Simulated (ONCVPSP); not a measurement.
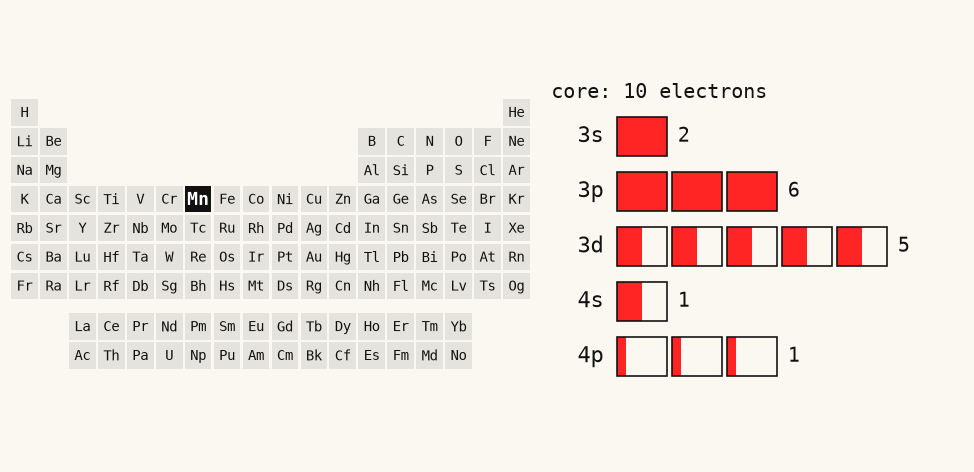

**Figure 1.** Left, the place of manganese in the periodic table; right, the valence shells of the reference configuration: a box for each of the 2l + 1 orbitals, shaded by the share of the shell that is filled, with the electron count at the right.

Pseudopotential generation for Mn

System: manganese (Mn, Z = 25), core [Ne], reference valence 3s2 3p6 3d5 4s1 4p1, valence charge 15.
Method: ONCV potential, PBE, scalar-relativistic, made with ONCVPSP 4.0.1.

## Input file
```
# ATOM AND REFERENCE CONFIGURATION
# atsym  z   nc   nv     iexc    psfile
  Mn 25.00    3    5        4      upf
#
#   n    l    f
    1    0    2.00
    2    0    2.00
    2    1    6.00
    3    0    2.00
    3    1    6.00
    3    2    5.00
    4    0    1.00
    4    1    1.00
#
# PSEUDOPOTENTIAL AND OPTIMIZATION
# lmax
    3
#
#   l,   rc,      ep,       ncon, nbas, qcut
    0    0.40    0.00    4    8   36.70
    1    1.50    0.00    4    8    8.30
    2    2.05    0.00    3    8    7.80
    3    2.10    0.02    3    6    5.80
#
# LOCAL POTENTIAL
# lloc, lpopt,  rc(5),   dvloc0
    4    1    0.35    0.00
#
# VANDERBILT-KLEINMAN-BYLANDER PROJECTORs
# l, nproj, debl
    0    3    1.50
    1    2    2.60
    2    2    3.00
    3    2    1.30
#
# MODEL CORE CHARGE
# icmod, fcfact, rcfact
    0    0.00    0.00
#
# LOG DERIVATIVE ANALYSIS
# epsh1, epsh2, depsh
   -5.00    5.00    0.04
#
# OUTPUT GRID
# rlmax, drl
    6.00    0.01
#
# TEST CONFIGURATIONS
# ncnf
    4
# nvcnf
#   n    l    f
    5
    3    0    2.00
    3    1    6.00
    3    2    5.00
    4    0    2.00
    4    1    0.00
#
    5
    3    0    2.00
    3    1    6.00
    3    2    5.00
    4    0    1.00
    4    1    0.00
#
    5
    3    0    2.00
    3    1    6.00
    3    2    5.00
    4    0    0.00
    4    1    0.00
#
    5
    3    0    2.00
    3    1    6.00
    3    2    4.00
    4    0    2.00
    4    1    1.00
#
```

Launched with:
```bash
oncvpsp.x < Mn.dat > Mn.out
```

## The program's output (extracts)
```
ONCVPSP  (Optimized Norm-Conservinng Vanderbilt PSeudopotential)
scalar-relativistic version 4.0.1

#   n    l    f        energy (Ha)
    1    0    2.00    -2.3634175E+02
    2    0    2.00    -2.7396502E+01
    2    1    6.00    -2.3216103E+01
    3    0    2.00    -3.2158033E+00
    3    1    6.00    -2.0662009E+00
    3    2    5.00    -3.0628458E-01
    4    0    1.00    -2.2393480E-01
    4    1    1.00    -7.7853657E-02

Reference configufation results
  iterations    33
  all-electron total energy (Ha)   -1.15815400D+03

Begin loop to  construct optimized pseudo wave functions
and semi-local pseudopoentials for all angular momenta

   Wellstate for l =  0  n =  5
     eigenvalue =   1.2761
     asymptotic potential =   1.7761
     half-point radius =  3.2547

Calculating optimized projector #   1

 for l=   0

    Fraction of norm inside rc  0.061705
    Optimizing pswf for qcut=  36.65 a_B^-1,  ecut= 671.72 Ha
    Residual kinetic energy error=  2.57D-03 Ha
 ERROR pspot:  first pseudo wave function has node,          program will stop
 ERROR pspot: try changing psp parameters for this l
```

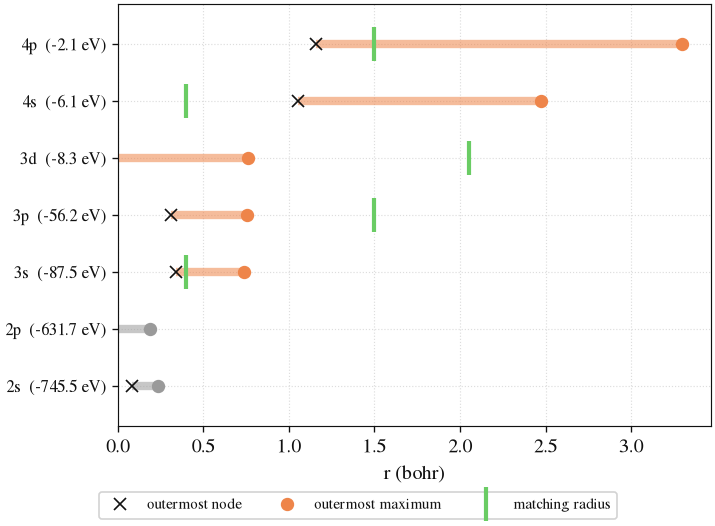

**Figure 2.** Outer shells of the all-electron reference atom: each bar runs from the outermost node (or the nucleus) to the outermost maximum of u(r); the tick is the radius chosen for the pseudo-wave. Shells without a tick have no pseudo-wave of their own. Levels, nodes and maxima are from ld1.x, scalar-relativistic.

- Radii against the shells: 3s: 0.40 bohr, between node and maximum; 3p: 1.50 bohr, outside the maximum; 3d: 2.05 bohr, outside the maximum; 4s: 0.40 bohr, inside the outermost node; 4p: 1.50 bohr, between node and maximum.

## Outcome

- outcome: ended with an error
- hardware: 1 CPU thread, shared host

## Diagnosis

The generator stopped with the message “ERROR pspot: first pseudo wave function has node, program will stop”. In words: the optimised pseudo-wave of the first projector has a node, so the radial equation cannot be inverted for a potential. It was at work on the s channel when it stopped.
